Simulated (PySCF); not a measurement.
```csv
atom,x (Å),y (Å),z (Å)
C,2.7362,-0.2046,-0.4205
P,1.1917,-0.8254,-0.3425
C,0.2396,0.6035,0.2328
C,-1.0889,0.5800,0.4430
C,-2.0099,-0.5767,0.2519
H,3.5536,-0.8514,-0.7540
H,3.0097,0.8254,-0.1628
H,0.7822,1.5388,0.4200
H,-1.5623,1.5067,0.7944
H,-2.5322,-0.8146,1.1936
H,-2.7937,-0.3294,-0.4835
H,-1.4872,-1.4805,-0.0915
```

Geometry: PBE0-D3(BJ)/def2-SVP.

Method: CAM-B3LYP/def2-SVPD, SCF density, gas phase (PySCF 2.14.0).

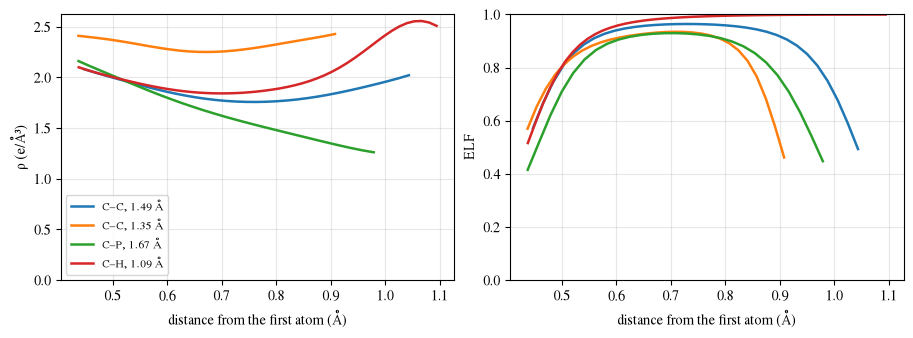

C$_{4}$H$_{7}$P. Electron density and electron localisation function along straight lines between neighbouring atoms. The curves leave out the atomic cores.

**Compare the contacts.**

C–C (1.49 Å): ρ at the midpoint is about 1.8 e/Å³; the ELF peaks at about 0.95 between the atoms: a shared electron pair.
C–C (1.35 Å): the density is about 2.3 e/Å³ at the midpoint; the ELF peaks at about 0.95 between the atoms (a covalent bond).
C–P (1.67 Å): ρ is about 1.4 e/Å³ halfway; the ELF peaks at about 0.95 between the atoms; localised, covalent bonding.
C–H (1.09 Å): ρ is about 1.9 e/Å³ halfway; the ELF climbs to about 1 towards the hydrogen, as it does in any bond to H: an ordinary covalent bond to hydrogen.
